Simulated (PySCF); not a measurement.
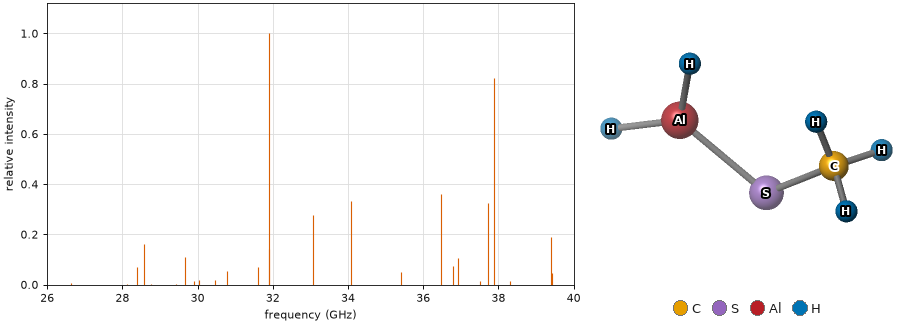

CH₅AlS, SMILES C[S][AlH2], singlet. Simulated rotational absorption lines between 26 and 40 GHz at 1.5 K: rigid rotor with the equilibrium constants and dipole of one optimised conformer (PBE0-D3(BJ)/def2-SVP, PySCF 2.14.0), commonest isotopes; no centrifugal distortion, hyperfine structure, internal rotation or nuclear-spin weights; lines within 1 MHz of each other are summed.

**What are the rotational constants, and what kind of rotor is it?**

Rotational constants A, B, C = 15.51, 4.166, 3.354 GHz; Ray's κ = −0.87, an asymmetric top on the prolate side.

**Assign the strongest lines, as J(Ka,Kc).**

| GHz | upper | lower | type | relative intensity |
| --- | --- | --- | --- | --- |
| 31.90 | 3(1,3) | 2(0,2) | b | 1.00 |
| 37.88 | 4(1,4) | 3(0,3) | b | 0.82 |
| 36.48 | 2(2,1) | 2(1,2) | b | 0.36 |
| 34.09 | 2(2,0) | 2(1,1) | b | 0.33 |
| 37.72 | 3(2,2) | 3(1,3) | b | 0.33 |
| 33.06 | 3(2,1) | 3(1,2) | b | 0.28 |
| 39.39 | 4(2,3) | 4(1,4) | b | 0.19 |
| 28.58 | 5(0,5) | 4(1,4) | b | 0.16 |

Known limits of this run: coarse grid, loose stop and no frequency check, small forces are noise and the end may be a saddle.
